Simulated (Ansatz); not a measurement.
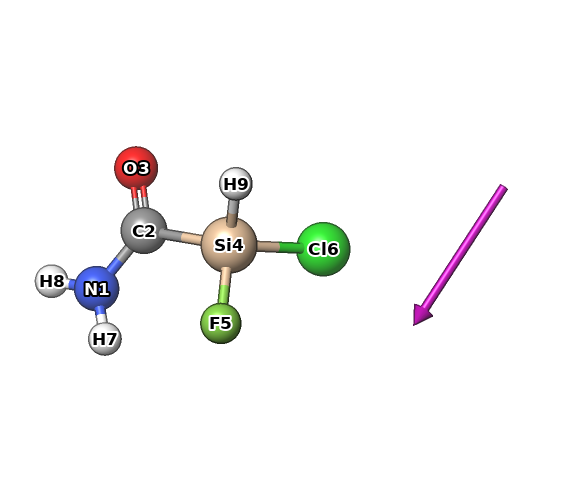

The arrow beside the molecule shows the direction of the dipole moment, from the negative to the positive end (its length means nothing). Computed geometry: PBE0-D4/def2-TZVP optimisation. No frequency run is at hand to confirm it as a minimum. Level of theory: RKS PBE0-D4/def2-TZVP (Ansatz 0.2.0).

How large is the dipole moment?

2.93 D; it points from the side of Cl6 to the side of H7 (the outermost atoms at the two ends).
